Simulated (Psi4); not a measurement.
# CH4Si (SMILES C[SiH]) at MP2/def2-TZVP

Aim: the vertical singlet–triplet gap of CH4Si at MP2/def2-TZVP, from 2 runs. Input form: a QCSchema input.

The results are computed with Psi4 1.11.

3 further runs of the same task are left out: 3 set aside as unsound or not needed.

### Step 1. Starting point

CH4Si has 6 atoms, charge 0, and is taken as a singlet. As SMILES, `C[SiH]`. Geometry: relaxed at PBE0-D4/def2-TZVP.

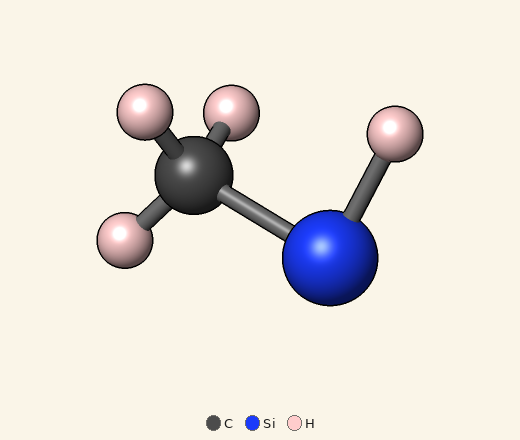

Viewed from a chosen angle; carbon dark grey, silicon blue, hydrogen pink.

### Step 2. The energy at MP2/def2-TZVP

File job.json:

```json
{
  "schema_name": "qcschema_input",
  "schema_version": 1,
  "molecule": {
    "schema_name": "qcschema_molecule",
    "schema_version": 2,
    "symbols": ["C", "Si", "H", "H", "H", "H"],
    "geometry": [-0.17668939, -0.69163976, -0.69976558, 1.73344577, 0.39646454, 2.12083963, -2.18622415, -0.77497668, -0.19313001, 0.40629112, -2.52391821, -1.44186103, -0.04535343, 0.72187538, -2.21249135, 0.26871905, 2.87238371, 2.42640834],
    "molecular_charge": 0,
    "molecular_multiplicity": 1,
    "fix_symmetry": "c1"
  },
  "driver": "energy",
  "model": {
    "method": "mp2",
    "basis": "def2-TZVP"
  },
  "keywords": {
    "reference": "rhf",
    "puream": true,
    "e_convergence": 1e-09,
    "d_convergence": 1e-08,
    "scf_type": "pk",
    "num_frozen_docc": 6,
    "mp2_type": "conv"
  }
}
```

Command:

```sh
$ psi4 --qcschema job.json -n 1 --memory 2200MB
```

stdout:

```text
[...]
  Running in c1 symmetry.
[...]
  Nuclear repulsion =   48.603693730984361
[...]
  Multiplicity = 1
[...]
  Nalpha       = 12
  Nbeta        = 12
[...]
    Number of basis functions: 92
[...]
   @RHF iter   1:  -329.00705917309028   -6.35754e-01   4.13461e-03 DIIS/ADIIS
[...]
   @RHF iter  10:  -329.08739452342576   -2.05205e-11   8.23573e-09 DIIS
[...]
    Orbital Energies [Eh]
    ---------------------
    Doubly Occupied:
       1A    -68.783199     2A    -11.208028     3A     -6.130655
       4A     -4.233769     5A     -4.232482     6A     -4.231826
       7A     -0.946878     8A     -0.635523     9A     -0.561991
      10A     -0.553216    11A     -0.440278    12A     -0.318410
[...]
  @RHF Final Energy:  -329.08739452342576
   => Energetics <=
    Nuclear Repulsion Energy =             48.6036937309843609
    One-Electron Energy =                -550.8296685580372696
    Two-Electron Energy =                 173.1385803036271795
    Total Energy =                       -329.0873945234257576
[...]
 Multipole Moments:
 ------------------------------------------------------------------------------------
     Multipole            Electronic (a.u.)      Nuclear  (a.u.)        Total (a.u.)
 ------------------------------------------------------------------------------------
 L = 1.  Multiply by 2.5417464519 to convert [e a0] to [Debye]
 Dipole X            :          2.5028618           -2.7843295           -0.2814677
 Dipole Y            :         -0.0573046            0.0109674           -0.0463372
 Dipole Z            :          2.5953788           -2.9256978           -0.3303190
 Magnitude           :                                                    0.4364423
[...]
	SCS-MP2 Total Energy (a.u.)        :  -329.37055582743841
	SOS-MP2 Total Energy (a.u.)        :  -329.35337180676862
	SCSN-MP2 Total Energy (a.u.)       :  -329.17812615256224
[...]
	SOS-PI-MP2 Total Energy (a.u.)     :  -329.39770135399243
[...]
	MP2 Total Energy (a.u.)            :  -329.36059432155417
[...]
```

The result, in JSON:

```text
{
 "driver": "energy",
 "model": {
  "method": "mp2",
  "basis": "def2-TZVP"
 },
 "success": true,
 "return_result": -329.3605943215542,
 "properties": {
  "calcinfo_nbasis": 92,
  "calcinfo_nmo": 92,
  "calcinfo_nalpha": 12,
  "calcinfo_nbeta": 12,
  "calcinfo_natom": 6,
  "nuclear_repulsion_energy": 48.60369373098436,
  "return_energy": -329.3605943215542,
  "scf_one_electron_energy": -550.8296685580373,
  "scf_two_electron_energy": 173.13858030362718,
  "scf_dipole_moment": [-0.2814677027253625, -0.046337207360532914, -0.330318991390564],
  "scf_total_energy": -329.08739452342576,
  "scf_iterations": 10,
  "mp2_same_spin_correlation_energy": -0.051552062009379375,
  "mp2_opposite_spin_correlation_energy": -0.22164773611904248,
  "mp2_singles_energy": 0.0,
  "mp2_doubles_energy": -0.2731997981284219,
  "mp2_correlation_energy": -0.27319979812841666,
  "mp2_total_energy": -329.3605943215542
 }
}
```

It took 5.4 s on 1 thread of AMD EPYC 7R43 (Zen 3), shared host; peak memory 0.47 GiB.

### Step 3. The triplet, same level

File ch4si.json:

```json
{
  "schema_name": "qcschema_input",
  "schema_version": 1,
  "molecule": {
    "schema_name": "qcschema_molecule",
    "schema_version": 2,
    "symbols": ["C", "Si", "H", "H", "H", "H"],
    "geometry": [-0.17668939, -0.69163976, -0.69976558, 1.73344577, 0.39646454, 2.12083963, -2.18622415, -0.77497668, -0.19313001, 0.40629112, -2.52391821, -1.44186103, -0.04535343, 0.72187538, -2.21249135, 0.26871905, 2.87238371, 2.42640834],
    "molecular_charge": 0,
    "molecular_multiplicity": 3,
    "fix_symmetry": "c1",
    "fix_com": true,
    "fix_orientation": true
  },
  "driver": "energy",
  "model": {
    "method": "mp2",
    "basis": "def2-TZVP"
  },
  "keywords": {
    "reference": "uhf",
    "puream": true,
    "e_convergence": 1e-09,
    "d_convergence": 1e-08,
    "scf_type": "pk",
    "num_frozen_docc": 6,
    "mp2_type": "conv",
    "maxiter": 100
  }
}
```

Command:

```sh
$ psi4 --qcschema ch4si.json -n 1 --memory 2200MB
```

stdout:

```text
[...]
  Running in c1 symmetry.
[...]
  Nuclear repulsion =   48.603693730984361
[...]
  Multiplicity = 3
[...]
  Nalpha       = 13
  Nbeta        = 11
[...]
    Number of basis functions: 92
[...]
   @UHF iter   1:  -328.96535883515651   -5.94054e-01   4.27684e-03 ADIIS/DIIS
[...]
   @UHF iter  14:  -329.06372687600742   -1.06866e-11   9.17110e-09 DIIS
[...]
   @S^2 Observed:                2.004786664E+00
[...]
    Orbital Energies [Eh]
    ---------------------
    Alpha Occupied:
       1A    -68.790717     2A    -11.218289     3A     -6.140829
       4A     -4.253202     5A     -4.248259     6A     -4.240771
       7A     -0.952769     8A     -0.682319     9A     -0.570034
      10A     -0.560527    11A     -0.448315    12A     -0.402096
      13A     -0.289618
    Alpha Virtual:
      14A      0.101786    15A      0.148055    16A      0.181998
      17A      0.205985    18A      0.214672    19A      0.286283
      20A      0.297854    21A      0.298536    22A      0.314573
      23A      0.320462    24A      0.334538    25A      0.338426
[...]
  @UHF Final Energy:  -329.06372687600742
   => Energetics <=
    Nuclear Repulsion Energy =             48.6036937309843609
    One-Electron Energy =                -550.6857034793265484
    Two-Electron Energy =                 173.0182828723347939
    Total Energy =                       -329.0637268760074221
  UHF NO Occupations:
  HONO-2 :   11  A 1.9980840
  HONO-1 :   12  A 1.0000000
[...]
 Multipole Moments:
 ------------------------------------------------------------------------------------
     Multipole            Electronic (a.u.)      Nuclear  (a.u.)        Total (a.u.)
 ------------------------------------------------------------------------------------
 L = 1.  Multiply by 2.5417464519 to convert [e a0] to [Debye]
 Dipole X            :        -21.6141345           21.6515370            0.0374025
 Dipole Y            :         -1.9373492            1.6960292           -0.2413200
 Dipole Z            :        -24.2139122           24.0720873           -0.1418249
 Magnitude           :                                                    0.2823979
[...]
	SCS-MP2 Total Energy (a.u.)        :  -329.32091859851346
	SOS-MP2 Total Energy (a.u.)        :  -329.30272243401441
	SCSN-MP2 Total Energy (a.u.)       :  -329.15980262456213
[...]
	SOS-PI-MP2 Total Energy (a.u.)     :  -329.34255502701558
[...]
	MP2 Total Energy (a.u.)            :  -329.31747833451021
[...]
```

The result, in JSON:

```text
{
 "driver": "energy",
 "model": {
  "method": "mp2",
  "basis": "def2-TZVP"
 },
 "success": true,
 "return_result": -329.3174783345102,
 "properties": {
  "calcinfo_nbasis": 92,
  "calcinfo_nmo": 92,
  "calcinfo_nalpha": 13,
  "calcinfo_nbeta": 11,
  "calcinfo_natom": 6,
  "nuclear_repulsion_energy": 48.60369373098436,
  "return_energy": -329.3174783345102,
  "scf_one_electron_energy": -550.6857034793265,
  "scf_two_electron_energy": 173.0182828723348,
  "scf_dipole_moment": [0.0374025035218466, -0.24131999030639162, -0.14182492033664928],
  "scf_total_energy": -329.0637268760074,
  "scf_iterations": 14,
  "mp2_same_spin_correlation_energy": -0.05458849349700391,
  "mp2_opposite_spin_correlation_energy": -0.19916296500580966,
  "mp2_singles_energy": 0.0,
  "mp2_doubles_energy": -0.25375145850281355,
  "mp2_correlation_energy": -0.2537514585027907,
  "mp2_total_energy": -329.3174783345102
 }
}
```

Wall time 6.3 s (1 thread of AMD EPYC 7R43 (Zen 3), shared host); peak memory 0.47 GiB.

### Step 4. Results

At MP2/def2-TZVP, 6 core orbitals frozen:

| quantity | value |
| --- | --- |
| singlet: total energy | -329.36059 Eh |
| singlet: HOMO energy (Hartree–Fock orbitals) | -8.66 eV |
| singlet: LUMO energy (Hartree–Fock orbitals) | 0.68 eV |
| singlet: HOMO–LUMO gap (Hartree–Fock orbitals) | 9.34 eV |
| singlet: correlation energy (6 core orbitals frozen) | -273.2 mEh |
| triplet: total energy | -329.31748 Eh |
| triplet: HOMO energy (Hartree–Fock orbitals) (highest over α and β) | -7.88 eV |
| triplet: LUMO energy (Hartree–Fock orbitals) (lowest over α and β) | 0.39 eV |
| triplet: correlation energy (6 core orbitals frozen) | -253.8 mEh |
| triplet: ⟨S²⟩ of the reference determinant | 2.005 |
| vertical energy of the triplet above the singlet | 1.173 eV |

At this shape the triplet lies 1.17 eV (113 kJ/mol) above the singlet.
